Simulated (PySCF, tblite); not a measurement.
# C3H7FO2S: a rotation path, then NMR shifts on frames, part 2 of 2

tblite 0.8.0 and PySCF 2.14.0. Atoms count from 0.

**5. Nuclear shieldings: image 5, PBE0/pcSseg-1**

The job: settings as JSON, then the geometry in Å.

```
{"job": {"kind": "nmr", "xc": "PBE0", "basis": "pcSseg-1", "pop": false}, "charge": 0, "multiplicity": 1}
C      1.917500    -0.017000     0.242900
C      0.670200    -0.787800    -0.090300
F      0.884200    -1.705500    -1.070300
S     -0.620400     0.407800    -0.746800
C     -1.949200     0.310900     0.490200
O     -1.125200    -0.067900    -1.997600
O     -0.062900     1.730600    -0.702800
H      2.223600     0.555600    -0.628900
H      1.700200     0.677700     1.047700
H      2.722900    -0.685800     0.538000
H      0.235400    -1.324200     0.758900
H     -2.737200     0.980900     0.169500
H     -2.308700    -0.709300     0.524200
H     -1.551200     0.633400     1.443000
```

With the program's defaults for keys left out, this is: GIAO PBE0/pcSseg-1 NMR shielding, non-relativistic, gas phase.

What it wrote:

```text
coarse grid: 12480 points
cycle   1  E = -766.0007939561  dE =  1.549e+00  |g| = 1.236e+00  |ddm| = 3.438e+00
cycle   2  E = -765.1751512318  dE =  8.256e-01  |g| = 2.450e+00  |ddm| = 2.965e+00
cycle   3  E = -766.2722189323  dE = -1.097e+00  |g| = 1.817e-01  |ddm| = 2.194e+00
cycle   4  E = -766.2784164751  dE = -6.198e-03  |g| = 8.916e-02  |ddm| = 2.159e-01
cycle   5  E = -766.2799590624  dE = -1.543e-03  |g| = 2.727e-02  |ddm| = 7.215e-02
cycle   6  E = -766.2800836216  dE = -1.246e-04  |g| = 9.650e-03  |ddm| = 2.620e-02
cycle   7  E = -766.2800997815  dE = -1.616e-05  |g| = 2.309e-03  |ddm| = 8.273e-03
cycle   8  E = -766.2801007611  dE = -9.796e-07  |g| = 5.627e-04  |ddm| = 2.154e-03
final grid: 117000 points
cycle   9  E = -766.3506486758  dE = -2.340e-05  |g| = 1.168e-02  |ddm| = 2.364e-02
cycle  10  E = -766.3506107753  dE =  3.790e-05  |g| = 1.811e-02  |ddm| = 2.243e-02
cycle  11  E = -766.3506762305  dE = -6.546e-05  |g| = 2.437e-03  |ddm| = 1.467e-02
cycle  12  E = -766.3506773250  dE = -1.095e-06  |g| = 1.979e-04  |ddm| = 1.840e-03
cycle  13  E = -766.3506773295  dE = -4.431e-09  |g| = 1.553e-04  |ddm| = 2.746e-04
cycle  14  E = -766.3506773334  dE = -3.928e-09  |g| = 4.014e-05  |ddm| = 1.285e-04
cycle  15  E = -766.3506773337  dE = -2.876e-10  |g| = 1.436e-05  |ddm| = 3.943e-05
converged SCF energy = -766.3506773337

GIAO shielding tensors (ppm)
atom      isotropic    diamagn.    paramagn.     s11        s22        s33       span
  0 C      168.248     249.680     -81.431    153.273    170.888    180.585     27.312
  1 C       79.856     252.232    -172.376     54.700     77.585    107.282     52.581
  2 F      363.026     472.005    -108.979    315.778    354.453    418.847    103.069
  3 S      206.126    1052.148    -846.022     46.892    187.433    384.053    337.160
  4 C      139.600     257.029    -117.429    113.346    117.259    188.196     74.851
  5 O      128.201     397.369    -269.169     58.141    111.100    215.360    157.219
  6 O      129.495     401.117    -271.622     65.805    107.338    215.343    149.538
  7 H       29.530      29.932      -0.402     25.539     28.913     34.137      8.597
  8 H       30.560      30.914      -0.354     26.194     29.211     36.275     10.081
  9 H       29.976      28.313       1.663     25.812     27.451     36.665     10.853
 10 H       26.646      32.645      -5.998     24.693     26.284     28.962      4.269
 11 H       28.772      28.307       0.465     26.392     26.442     33.481      7.088
 12 H       29.324      30.896      -1.572     26.252     27.518     34.203      7.950
 13 H       29.506      31.919      -2.413     26.326     28.107     34.085      7.759
```

Wall time 46 s (1 thread, shared host).

In short: δ C1 107.1, C4 47.3, C0 18.7, F2 -192.1, H10 5.07, H11 2.95 ppm.

**6. Nuclear shieldings: image 6, PBE0/pcSseg-1**

The job: settings as JSON, then the geometry in Å.

```
{"job": {"kind": "nmr", "xc": "PBE0", "basis": "pcSseg-1", "pop": false}, "charge": 0, "multiplicity": 1}
C      1.829700    -0.011300     0.339700
C      0.678800    -0.823300    -0.186400
F      1.047200    -1.592400    -1.245400
S     -0.644100     0.343600    -0.821800
C     -1.854400     0.378600     0.535300
O     -1.275200    -0.229100    -1.970600
O     -0.065200     1.651300    -0.946500
H      2.153800     0.678800    -0.435500
H      1.500600     0.565800     1.197900
H      2.661600    -0.651600     0.624700
H      0.220500    -1.490100     0.550300
H     -2.658100     1.037000     0.230100
H     -2.226100    -0.626400     0.686500
H     -1.369800     0.768600     1.419800
```

With the program's defaults for keys left out, this is: GIAO PBE0/pcSseg-1 NMR shielding, non-relativistic, gas phase.

What it wrote:

```text
coarse grid: 12480 points
cycle   1  E = -766.0001393342  dE =  1.552e+00  |g| = 1.236e+00  |ddm| = 3.441e+00
cycle   2  E = -765.1795632441  dE =  8.206e-01  |g| = 2.447e+00  |ddm| = 2.961e+00
cycle   3  E = -766.2718769584  dE = -1.092e+00  |g| = 1.771e-01  |ddm| = 2.186e+00
cycle   4  E = -766.2778761423  dE = -5.999e-03  |g| = 8.488e-02  |ddm| = 2.096e-01
cycle   5  E = -766.2793816382  dE = -1.505e-03  |g| = 2.082e-02  |ddm| = 6.725e-02
cycle   6  E = -766.2794507349  dE = -6.910e-05  |g| = 9.314e-03  |ddm| = 2.208e-02
cycle   7  E = -766.2794655989  dE = -1.486e-05  |g| = 2.177e-03  |ddm| = 7.729e-03
cycle   8  E = -766.2794664969  dE = -8.980e-07  |g| = 5.217e-04  |ddm| = 2.129e-03
final grid: 117000 points
cycle   9  E = -766.3509781697  dE = -2.575e-05  |g| = 1.179e-02  |ddm| = 2.455e-02
cycle  10  E = -766.3509382421  dE =  3.993e-05  |g| = 1.851e-02  |ddm| = 2.258e-02
cycle  11  E = -766.3510059753  dE = -6.773e-05  |g| = 2.376e-03  |ddm| = 1.482e-02
cycle  12  E = -766.3510070158  dE = -1.041e-06  |g| = 2.148e-04  |ddm| = 1.817e-03
cycle  13  E = -766.3510070213  dE = -5.446e-09  |g| = 1.570e-04  |ddm| = 2.802e-04
cycle  14  E = -766.3510070253  dE = -3.988e-09  |g| = 3.991e-05  |ddm| = 1.306e-04
cycle  15  E = -766.3510070255  dE = -2.678e-10  |g| = 1.560e-05  |ddm| = 3.906e-05
converged SCF energy = -766.3510070255

GIAO shielding tensors (ppm)
atom      isotropic    diamagn.    paramagn.     s11        s22        s33       span
  0 C      168.067     250.090     -82.023    154.640    168.222    181.339     26.700
  1 C       80.313     252.209    -171.896     56.401     76.836    107.702     51.300
  2 F      366.371     471.676    -105.305    324.059    358.695    416.357     92.298
  3 S      206.304    1052.015    -845.711     48.297    185.647    384.969    336.672
  4 C      141.357     257.252    -115.895    113.480    121.428    189.164     75.684
  5 O      130.627     397.128    -266.501     61.926    108.672    221.284    159.358
  6 O      133.601     400.872    -267.271     67.186    113.841    219.776    152.590
  7 H       29.381      30.108      -0.727     25.259     29.036     33.847      8.588
  8 H       30.796      31.250      -0.454     26.594     29.233     36.561      9.967
  9 H       29.929      28.387       1.542     25.771     27.359     36.657     10.886
 10 H       26.672      32.446      -5.774     24.509     26.404     29.103      4.594
 11 H       28.801      28.420       0.381     26.386     26.464     33.552      7.166
 12 H       29.452      31.030      -1.578     26.368     27.582     34.407      8.039
 13 H       29.513      32.116      -2.603     26.076     28.421     34.043      7.968
```

Wall time 42 s (1 thread, shared host).

Key values: δ C1 106.6, C4 45.6, C0 18.9, F2 -195.4, H10 5.04, H11 2.92 ppm.

**7. Shielding tensors: image 8, PBE0/pcSseg-1**

The job: settings as JSON, then the geometry in Å.

```
{"job": {"kind": "nmr", "xc": "PBE0", "basis": "pcSseg-1", "pop": false}, "charge": 0, "multiplicity": 1}
C      1.638300    -0.049900     0.525200
C      0.703300    -0.859300    -0.333600
F      1.322400    -1.281100    -1.471300
S     -0.694400     0.214000    -0.935900
C     -1.661600     0.540500     0.568700
O     -1.507600    -0.549200    -1.833300
O     -0.137700     1.453100    -1.393200
H      1.806700     0.911200     0.042700
H      1.211700     0.105100     1.511600
H      2.592500    -0.563200     0.630100
H      0.275600    -1.741400     0.149700
H     -2.521000     1.130400     0.274000
H     -1.982300    -0.407100     0.980200
H     -1.046500     1.096400     1.262800
```

Level: GIAO PBE0/pcSseg-1 NMR shielding, non-relativistic, gas phase.

What it wrote:

```text
coarse grid: 12480 points
cycle   1  E = -766.0032952518  dE =  1.557e+00  |g| = 1.233e+00  |ddm| = 3.446e+00
cycle   2  E = -765.2034008945  dE =  7.999e-01  |g| = 2.427e+00  |ddm| = 2.962e+00
cycle   3  E = -766.2735295158  dE = -1.070e+00  |g| = 1.724e-01  |ddm| = 2.184e+00
cycle   4  E = -766.2793143354  dE = -5.785e-03  |g| = 8.077e-02  |ddm| = 2.028e-01
cycle   5  E = -766.2807792919  dE = -1.465e-03  |g| = 1.244e-02  |ddm| = 6.245e-02
cycle   6  E = -766.2808104335  dE = -3.114e-05  |g| = 4.153e-03  |ddm| = 1.530e-02
cycle   7  E = -766.2808136546  dE = -3.221e-06  |g| = 1.048e-03  |ddm| = 3.617e-03
final grid: 117000 points
cycle   8  E = -766.3517255132  dE = -2.344e-05  |g| = 1.251e-02  |ddm| = 2.403e-02
cycle   9  E = -766.3516813833  dE =  4.413e-05  |g| = 1.953e-02  |ddm| = 2.396e-02
cycle  10  E = -766.3517569589  dE = -7.558e-05  |g| = 2.489e-03  |ddm| = 1.570e-02
cycle  11  E = -766.3517580912  dE = -1.132e-06  |g| = 1.975e-04  |ddm| = 1.892e-03
cycle  12  E = -766.3517580979  dE = -6.751e-09  |g| = 1.035e-04  |ddm| = 2.412e-04
cycle  13  E = -766.3517580994  dE = -1.506e-09  |g| = 3.331e-05  |ddm| = 8.681e-05
cycle  14  E = -766.3517580996  dE = -1.821e-10  |g| = 1.142e-05  |ddm| = 3.235e-05
converged SCF energy = -766.3517580996

GIAO shielding tensors (ppm)
atom      isotropic    diamagn.    paramagn.     s11        s22        s33       span
  0 C      168.797     251.311     -82.514    152.606    166.164    187.621     35.015
  1 C       80.279     251.712    -171.433     58.238     76.442    106.159     47.921
  2 F      379.107     471.569     -92.461    338.420    377.632    421.269     82.849
  3 S      202.883    1051.781    -848.898     49.664    181.645    377.339    327.676
  4 C      143.579     257.782    -114.203    116.950    124.598    189.188     72.238
  5 O      136.157     397.172    -261.015     70.979    111.653    225.838    154.859
  6 O      146.322     400.124    -253.802     71.174    147.747    220.044    148.870
  7 H       29.332      30.633      -1.301     25.318     29.367     33.310      7.992
  8 H       30.695      31.505      -0.809     26.474     29.253     36.359      9.886
  9 H       29.860      28.518       1.341     25.712     27.316     36.551     10.839
 10 H       26.578      31.944      -5.366     24.418     26.446     28.871      4.453
 11 H       28.858      28.619       0.239     26.400     26.528     33.644      7.244
 12 H       29.547      31.495      -1.948     26.689     27.445     34.508      7.819
 13 H       29.483      32.371      -2.888     25.669     29.060     33.718      8.049
```

Wall time 42 s (1 thread, shared host).

In short: δ C1 106.6, C4 43.3, C0 18.1, F2 -208.2, H10 5.14, H11 2.86 ppm.

**8. Comparing the runs: NMR shifts**

Shifts (ppm) of some atoms, chosen among heavy atoms and hydrogens apart, with basis size and wall time:

| frame | C0 | H12 | H8 | F2 | S3 | O6 | O5 | functions | time |
| --- | --- | --- | --- | --- | --- | --- | --- | --- | --- |
| image 0 | 13.4 | 2.99 | 1.51 | -202.6 | 311 | 208.4 | 194.2 | 161 | 47 s |
| image 2 | 13.3 | 2.90 | 1.78 | -205.2 | 304 | 203.6 | 192.6 | 161 | 46 s |
| image 5 | 18.7 | 2.39 | 1.16 | -192.1 | 298 | 206.6 | 207.9 | 161 | 46 s |
| image 6 | 18.9 | 2.26 | 0.92 | -195.4 | 297 | 202.5 | 205.5 | 161 | 42 s |
| image 8 | 18.1 | 2.17 | 1.02 | -208.2 | 301 | 189.8 | 199.9 | 161 | 42 s |

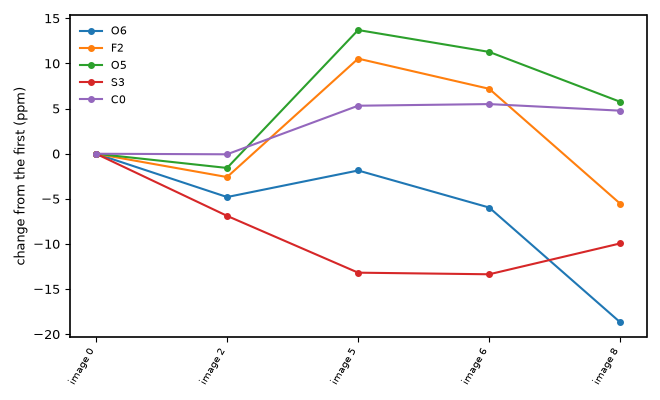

How five of the tabulated atoms move from run to run.

**9. Outcome**

The summary covers parts 1 to 2.

| quantity | value |
| --- | --- |
| barrier | 0.191 eV (4.4 kcal/mol) at image 5 |
| end to end (GFN2-xTB) | 0.153 eV |
| ¹³C shifts against TMS (PBE0/pcSseg-1, image 0) | 109.0, 42.8, 13.4 ppm |
| ¹H shifts against TMS (PBE0/pcSseg-1, image 0) | 5.12, 2.99, 2.91, 2.34, 2.17, 1.72, 1.51 ppm |
| ¹⁹F shifts against CFCl3 (PBE0/pcSseg-1, image 0) | -202.6 ppm |
| ³³S shifts against CS2 (PBE0/pcSseg-1, image 0) | 311 ppm |
| ¹⁷O shifts against H2O (PBE0/pcSseg-1, image 0) | 208.4, 194.2 ppm |
| range of the shift of O6 | 189.8 to 208.4 ppm |

What this shows: Along the band the dihedral turns by 129°, and the top (dihedral 244°) lies 4.4 kcal/mol above the start (GFN2-xTB, rough), so at room temperature this motion is fast. The top was not checked by a frequency run. Shifts at one fixed geometry are not the observed spectrum, which averages over the motion. In the first frame run (image 0): Shielding is most anisotropic at S3 (span 278 ppm, paramagnetic term -860 ppm). In ppm, O6 moves most: its shift spreads over 18.7 ppm, from 189.8 (image 8) to 208.4 (image 0).
